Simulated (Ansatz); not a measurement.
SiH$_{4}$O: several calculations on one system

Part 1: Relaxation

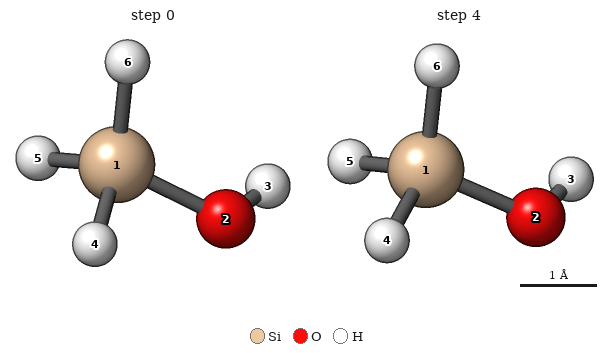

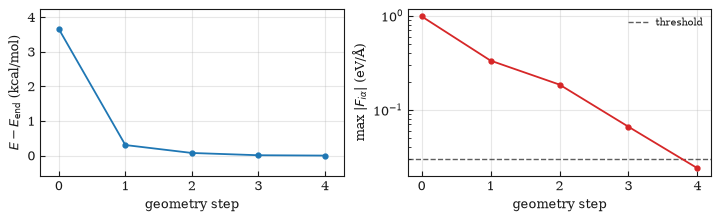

First and last geometry of a relaxation of SiH$_{4}$O, with the history of the run. Style: ball-and-stick. Shown from a free direction.

The run prepares an end point of a later path (reaction) calculation, from a guessed geometry.

Theory: RKS PBE0-D4/6-31G* in Ansatz 0.2.0. (no spin polarisation; force threshold 0.03 eV/Å; at most 50 steps)

What do the curves and the structures tell?

Answer. It converged. After 4 geometry steps the energy has fallen by 3.66 kcal/mol. The largest force component goes from 0.99 to 0.024 eV/Å. The atom that moves furthest after the best rigid fit is H4 (0.21 Å). Largest moves by element: H 0.21 Å, Si 0.08 Å, O 0.07 Å. Some distances before and after: Si1–H4 1.455 → 1.483 Å. Bond angles that change, for instance: O2–Si1–H4 92.0° → 106.0°, H4–Si1–H6 113.1° → 109.4°, O2–Si1–H5 115.8° → 112.4°. Cost: 7.1 s on 1 thread of Intel(R) Xeon(R) Platinum 8259CL CPU @ 2.50GHz (Skylake/Cascade Lake), with other jobs on the host, peak memory 0.12 GiB.

| step | E − E(0), kcal/mol | largest force component, eV/Å |
| --- | --- | --- |
| 0 | 0.00 | 0.9859 |
| 1 | -3.35 | 0.3337 |
| 2 | -3.58 | 0.1856 |
| 3 | -3.65 | 0.0662 |
| 4 | -3.66 | 0.0240 |

Part 2: Relaxation

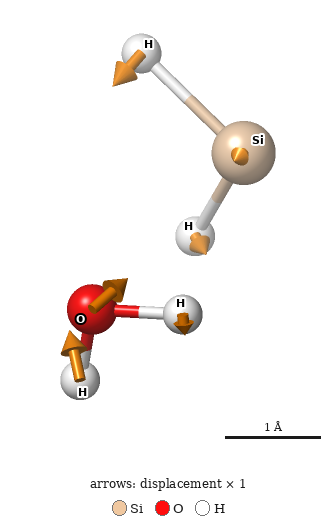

A relaxation of SiH4O. The starting structure is drawn; orange arrows show the displacements, at their true length. The two geometries are superimposed by the best rigid fit.

The picture is a ball-and-stick view, seen from a free direction.

The run prepares an end point of a later path (reaction) calculation, from a guessed geometry.

Computed with RKS PBE0-D4/6-31G* in Ansatz 0.2.0. Set-up: no spin polarisation; force threshold 0.03 eV/Å; at most 50 steps.

Question: What did the optimiser do to the structure, and how much energy did it gain?

Answer: Over 7 geometry steps the energy falls by 0.552 eV. The largest force component goes from 1.2 to 0.025 eV/Å. The largest moves after the best rigid fit, 0.57 Å, are those of O and H atoms. Largest moves by element: O 0.57 Å, H 0.57 Å, Si 0.22 Å. Among the contacts that change: O–Si 2.856 → 2.080 Å, H–O 0.986 → 0.968 Å, H–Si 1.531 → 1.537 Å. Among the angles between lasting bonds that change: H–O–H 104.1° → 106.9°. The run took 10 s on 1 thread of Intel(R) Xeon(R) Platinum 8259CL CPU @ 2.50GHz (Skylake/Cascade Lake), with other jobs on the host, peak memory 0.12 GiB.

Limits of the set-up: the start holds two separate molecules, 2.7 Å apart at their closest, whose relative position is a soft coordinate.

Part 3: Path

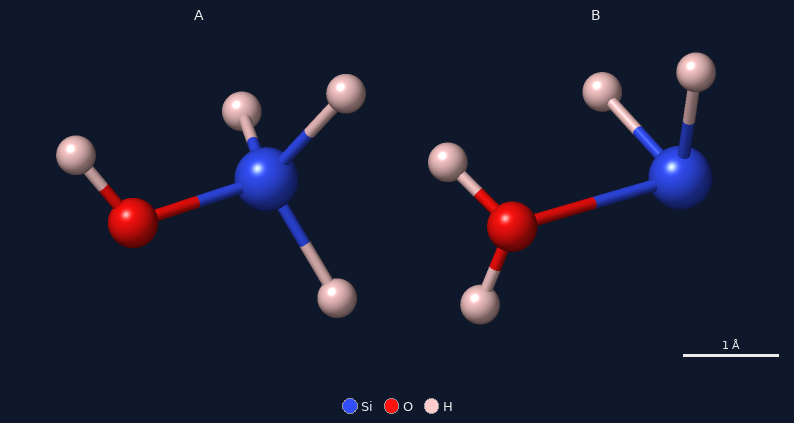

The two relaxed end points of a path for SiH₄O. Style: ball-and-stick. Shown at a tilt.

All numbers below come from Ansatz 0.2.0, RKS PBE0-D4/6-31G*.

Settings: 5 movable images; climbing image; force threshold 0.05 eV/Å; iteration limit 60.

Start:
```xyz
6

Si    0.3010   -0.0211    0.0862
O     0.6015   -0.1135    1.7181
H    -0.1736   -0.1718    2.2874
H     1.6292    0.0550   -0.5694
H    -0.5012    1.1848   -0.2782
H    -0.4365   -1.2147   -0.4255
```

End:
```xyz
6

Si    0.0409    0.1784   -0.7293
O     0.9440    0.1560    1.1442
H     0.4020   -0.3306    1.7824
H     1.7892   -0.3113    1.0777
H    -1.0165    1.1055   -0.1403
H    -0.7391   -1.0794   -0.3161
```

### Predict the minimum-energy path and its barrier.

The energy climbs by 3.35 eV to image 4 and then falls by 0.98 eV, so the end point sits at +2.37 eV. A hydrogen atom shifts from one atom to another. Breaking: Si1–H4 (1.48 → 1.63 at the top → 2.56 Å). Forming: O2–H4 (2.51 → 1.29 at the top → 0.97 Å). The band converged in 20 iterations, with a climbing image at the top. At the top, the vibrational analysis gives one imaginary mode (1499i cm⁻¹), as a transition state must have.

Energies of the converged images:

```csv
image,path (Å),E (eV)
0,0.00,0.000
1,0.64,0.026
2,1.28,0.019
3,1.92,1.235
4,2.55,3.352
5,3.21,2.458
6,3.87,2.369
```

The geometry at the top of the path:

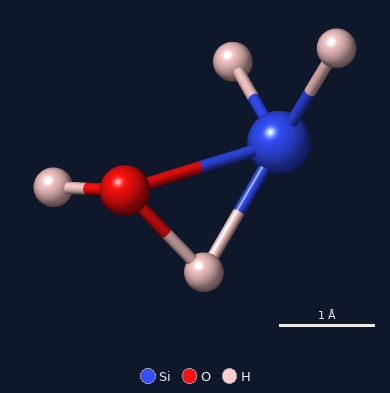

The run took 120 s on 1 thread of Intel(R) Xeon(R) Platinum 8259CL CPU @ 2.50GHz (Skylake/Cascade Lake), on a shared host, peak memory 0.11 GiB.
